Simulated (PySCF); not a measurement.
**GeO(OH)₂: relaxation and vibrations of the singlet**

The task is one start of a wider search on GeO(OH)₂: the singlet, from a T-shaped (ligand arrangement 2) start. It is relaxed, tested by its Hessian and followed downhill if it is a saddle.

Program: PySCF 2.14.0. Level of theory: B3LYP, basis Ge def2-SVP, O def2-SVP, H def2-SVP, no relativity, density fitting. These are calculated values, not measurements.

## (1) The system as given

6 atoms, charge 0, spin multiplicity 1.

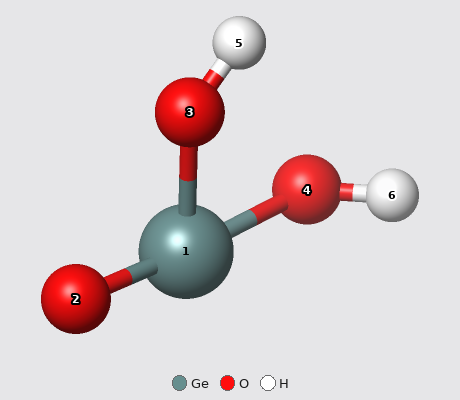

As it starts; germanium teal, oxygen red, hydrogen white; atoms are numbered from 1 in the order of the file.

```xyz
6
charge 0 multiplicity 1
Ge    0.0466   -0.0060   -0.2740
O     1.7256   -0.0060   -0.2154
O     0.0466   -0.0060    1.5660
O    -1.7923   -0.0060   -0.2098
H    -0.6888   -0.0060    2.1831
H    -2.4090    0.7294   -0.1882
```

## (2) T-shaped (ligand arrangement 2) start, singlet: relaxation

The steps below are one call of a driver around PySCF. For each, scf.py gives the equivalent set-up of the SCF; relaxations use the driver's own optimiser. Before each start the driver seeks the lowest SCF state from one or more starting densities and follows internal instabilities, so scf.py alone need not reach the same state.

The program finds C1 symmetry in the start. The walk stops when the largest gradient is under 0.0003 Eh/bohr and the energy has settled too.

The input, scf.py:

```python
from pyscf import gto, scf, dft
mol = gto.M(atom='''
Ge     0.046590    -0.005981    -0.274025
O      1.725590    -0.005981    -0.215425
O      0.046590    -0.005981     1.565975
O     -1.792310    -0.005981    -0.209825
H     -0.688810    -0.005981     2.183075
H     -2.409010     0.729419    -0.188225''',
    basis={'Ge': 'def2-SVP', 'O': 'def2-SVP', 'H': 'def2-SVP'},
    charge=0, spin=0)
mf = dft.RKS(mol, xc='B3LYP')
mf.grids.atom_grid = (50, 194)
aux = {'Ge': 'def2-universal-JKFIT', 'O': 'def2-universal-JKFIT', 'H': 'def2-universal-JKFIT'}
mf = mf.density_fit(auxbasis=aux)
mf.kernel()
```

Further steps of the session: Is it a minimum? Harmonic modes.

Q: Predict the outcome of this session. Wanted: minimum; geometry; wavenumbers; dipole moment; highest occupied, lowest empty level; polar-tensor charge of Ge1; zero-point energy; atomisation energy.

**Answer**, as computed:

| quantity | value |
| --- | --- |
| minimum | singlet, C2v |
| geometry | Ge–O 1.632 Å, Ge–O 1.765 Å (×2), O–H 0.968 Å (×2); Ge–O–H 115.1° (×2), O–Ge–O 108.7°, O–Ge–O 125.6° (×2) |
| wavenumbers (cm⁻¹) | 54 (b1), 171 (a2), 242 (b2), 255 (a1), 308 (b1), 696 (a1), 728 (b2), 804 (b2), 913 (a1), 1003 (a1), 3821 (b2), 3832 (a1) |
| dipole moment | 5.66 D |
| highest occupied, lowest empty level | -7.71, -1.94 eV |
| polar-tensor charge of Ge1 | +1.49 e |
| zero-point energy | 76.7 kJ/mol |
| entropy at 298.15 K | 322.8 J/(mol K) |
| atomisation energy (no zero-point energy) | 2044 kJ/mol |

In words: From C1 at the start the molecule goes to a C2v minimum. In the infrared the band at 308 cm⁻¹ (b1) leads. With 5.7 D the molecule is strongly polar. Other starts or spin states, not run here, may lie lower. Modes under about 90 cm⁻¹ are uncertain by tens of cm⁻¹.
